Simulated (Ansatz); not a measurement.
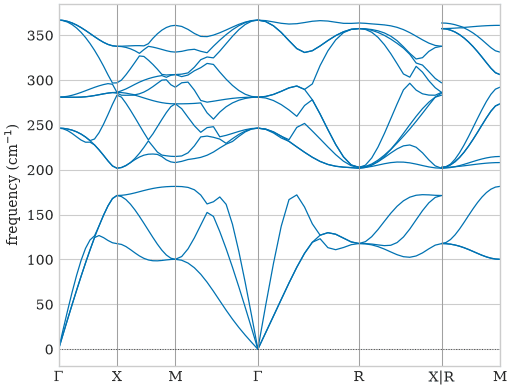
*Phonon dispersion of Al3V (Cu3Au type, Pm-3m), the program Ansatz at the PBEsol level (PAW); imaginary frequencies are drawn negative*

Q: Is this phase dynamically stable?

A: Yes, on this path no branch is imaginary.

Q: How high does the spectrum reach?

A: About 370 cm⁻¹ (11.0 THz).

The workflow started from a Materials Project entry (that database holds measured and hypothetical structures alike); the Crystallography Open Database copy checked does not list it. Its standing as an ambient phase is unchecked. Symmetry was held in the PBEsol relaxation. The run is not spin-polarised. As this level gives no gap, phonon frequencies hold no LO–TO term and depend on the k-mesh and smearing (Fermi–Dirac, 0.1 eV here).

Potentials: the later of the program's two PAW sets.
